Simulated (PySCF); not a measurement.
**HNO (nitroxyl) at SVWN5/STO-6G**

Aim: the energy change on altering one bond length of HNO (nitroxyl) at SVWN5/STO-6G, from 2 runs. The job is set up through a Python script.

The calculation is run with PySCF 2.14.0.

10 further runs of the same task are left out: 1 that didn't finish, 9 set aside as unsound or not needed.

### 1 The system as given

The species is HNO (3 atoms), meant as a singlet with charge 0. As SMILES, `N=O`. The coordinates come from a PBE0-D4/def2-TZVP relaxation.

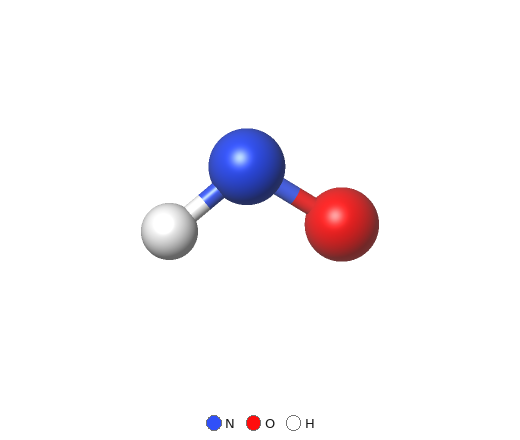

The structure, seen from a chosen angle (nitrogen blue, oxygen red, hydrogen white).

### 2 The energy at SVWN5/STO-6G

job.py reads:

```python
from pyscf import gto, dft

mol = gto.Mole()
mol.atom = '''
N       -0.283700       0.312790      -0.117160
O        0.755300       0.397200       0.456500
H       -0.471600      -0.709980      -0.339350
'''
mol.verbose = 4
mol.max_memory = 1860
mol.basis = 'sto-6g'
mol.build()

mf = dft.RKS(mol, xc='svwn')
mf.conv_tol = 1e-10
mf.grids.level = 5
mf.kernel()
if not mf.converged:
    mf = mf.newton().run(mf.mo_coeff, mf.mo_occ)

energy = mf.e_tot
print('E = %.10f Eh' % energy)
```

Command:

```bash
$ OMP_NUM_THREADS=1 python job.py
```

What it wrote:

```text
PySCF version 2.14.0

[INPUT] num. atoms = 3
[INPUT] num. electrons = 16
[INPUT] charge = 0
[INPUT] spin (= nelec alpha-beta = 2S) = 0
[INPUT] symmetry False subgroup None
[INPUT] Mole.unit = angstrom
[INPUT] Symbol           X                Y                Z      unit          X                Y                Z       unit  Magmom
[INPUT]  1 N     -0.283700000000   0.312790000000  -0.117160000000 AA   -0.536115301539   0.591087434503  -0.221400312754 Bohr   0.0
[INPUT]  2 O      0.755300000000   0.397200000000   0.456500000000 AA    1.427310141884   0.750599216677   0.862659975864 Bohr   0.0
[INPUT]  3 H     -0.471600000000  -0.709980000000  -0.339350000000 AA   -0.891194840345  -1.341667753919  -0.641278560371 Bohr   0.0

nuclear repulsion = 30.6971917247186
number of shells = 7
number of NR pGTOs = 66
number of NR cGTOs = 11
basis = sto-6g
ecp = {}

******** <class 'pyscf.dft.rks.RKS'> ********
method = RKS
initial guess = minao
damping factor = 0
level_shift factor = 0
DIIS = <class 'pyscf.scf.diis.CDIIS'>
diis_start_cycle = 1
diis_space = 8
diis_damp = 0
SCF conv_tol = 1e-10
SCF conv_tol_grad = None
SCF max_cycles = 50
direct_scf = True
direct_scf_tol = 1e-13
XC library pyscf.dft.libxc version 7.0.0
    S. Lehtola, C. Steigemann, M. J.T. Oliveira, and M. A.L. Marques.,  SoftwareX 7, 1–5 (2018)
XC functionals = svwn
    P. A. M. Dirac.,  Math. Proc. Cambridge Philos. Soc. 26, 376 (1930)
    F. Bloch.,  Z. Phys. 57, 545 (1929)
    S. H. Vosko, L. Wilk, and M. Nusair.,  Can. J. Phys. 58, 1200 (1980)
radial grids:
    Treutler-Ahlrichs [JCP 102, 346 (1995); DOI:10.1063/1.469408] (M4) radial grids

becke partition: Becke, JCP 88, 2547 (1988); DOI:10.1063/1.454033
pruning grids: <function nwchem_prune>
grids dens level: 5
symmetrized grids: False
atomic radii adjust function: <function treutler_atomic_radii_adjust>
small_rho_cutoff = 0
Set gradient conv threshold to 1e-05
Initial guess from minao.
tot grids = 108632
init E= -129.29789962778
  HOMO = -0.173015016224553  LUMO = -0.0908657420147862  gap/eV = 2.23540
cycle= 1 E= -128.876722868614  delta_E= 0.421  |g|= 0.402  |ddm|= 2.53
  HOMO = 0.000909502362671566  LUMO = 0.0187963260434021  gap/eV = 0.48673
cycle= 2 E= -128.516046601126  delta_E= 0.361  |g|= 1.19  |ddm|= 1.86
  HOMO = -0.0642006016122693  LUMO = -0.0360616417944814  gap/eV = 0.76570
cycle= 3 E= -128.92877132349  delta_E= -0.413  |g|= 0.0208  |ddm|= 1.31
  HOMO = -0.0693950163061481  LUMO = -0.0433810407203465  gap/eV = 0.70788
cycle= 4 E= -128.928916775544  delta_E= -0.000145  |g|= 0.0114  |ddm|= 0.0749
  HOMO = -0.0672390732223683  LUMO = -0.0406373917305765  gap/eV = 0.72387
cycle= 5 E= -128.928974710361  delta_E= -5.79e-05  |g|= 0.00148  |ddm|= 0.0299
  HOMO = -0.0675366772638137  LUMO = -0.04101656661768  gap/eV = 0.72165
cycle= 6 E= -128.928975774804  delta_E= -1.06e-06  |g|= 4.1e-05  |ddm|= 0.00378
  HOMO = -0.0675466963110135  LUMO = -0.0410307383989961  gap/eV = 0.72154
cycle= 7 E= -128.928975775532  delta_E= -7.28e-10  |g|= 5.27e-06  |ddm|= 9.45e-05
  HOMO = -0.0675479442454816  LUMO = -0.0410320536989003  gap/eV = 0.72153
cycle= 8 E= -128.928975775545  delta_E= -1.36e-11  |g|= 1.11e-06  |ddm|= 1.35e-05
  HOMO = -0.0675481296585512  LUMO = -0.0410321539428616  gap/eV = 0.72154
Extra cycle  E= -128.928975775542  delta_E= 3.18e-12  |g|= 3.58e-06  |ddm|= 4.89e-06
converged SCF energy = -128.928975775542
E = -128.9289757755 Eh
```

Wall time 1.5 s (1 thread of Arm Neoverse V1, shared host); peak memory 0.12 GiB.

### 3 The distorted shape

job.py reads:

```python
from pyscf import gto, dft

molecule = gto.M(
    atom=[
    ('N', (-0.058218, 1.540123, 0.149470)),
    ('O', (0.980782, 1.624533, 0.723130)),
    ('H', (-0.471600, -0.709980, -0.339350)),
],
    max_memory=1860,
    spin=0,
    basis='sto-6g',
    verbose=3,
)

mf = dft.RKS(molecule)
mf.xc = 'svwn'
mf.conv_tol = 1e-10
mf.grids.level = 5
mf.kernel()
if not mf.converged:
    mf = mf.newton().run(mf.mo_coeff, mf.mo_occ)

e_tot = mf.e_tot
print('E = %.10f Eh' % e_tot)
```

Command:

```bash
$ OMP_NUM_THREADS=1 python job.py
```

What it wrote:

```text
SCF not converged.
SCF energy = -128.460059565151
converged SCF energy = -128.816095696381
E = -128.8160956964 Eh
```

It took 6.3 s on 1 thread of Arm Neoverse V1, shared host; peak memory 0.14 GiB.

### 4 Results

Level: SVWN5/STO-6G.

```
                                                         quantity          value
                                        first shape: total energy  -128.92898 Eh
                                       first shape: dipole moment         1.33 D
                                         first shape: HOMO energy       -1.84 eV
                                         first shape: LUMO energy       -1.12 eV
                                       first shape: HOMO–LUMO gap        0.72 eV
                                    distorted shape: total energy  -128.81610 Eh
                                   distorted shape: dipole moment         1.12 D
                                     distorted shape: HOMO energy       -2.28 eV
                                     distorted shape: LUMO energy       -2.18 eV
                                   distorted shape: HOMO–LUMO gap        0.10 eV
energy change with the N1–H3 bond stretched from 1.063 to 2.339 Å       3.072 eV
```

What this shows: One bond (distorted shape) is far stretched, which a spin-restricted single reference describes badly; a broken-symmetry solution may lie lower. With the N1–H3 bond stretched from 1.063 to 2.339 Å the energy rises by 3.07 eV (71 kcal/mol). The first shape isn't relaxed at this level, so the change isn't measured from a minimum. A restricted reference can't describe the breaking bond well at this length. The minimal basis adds a large error of its own. Mulliken charges (first shape) run from -0.10 on N1 to +0.16 on H3.
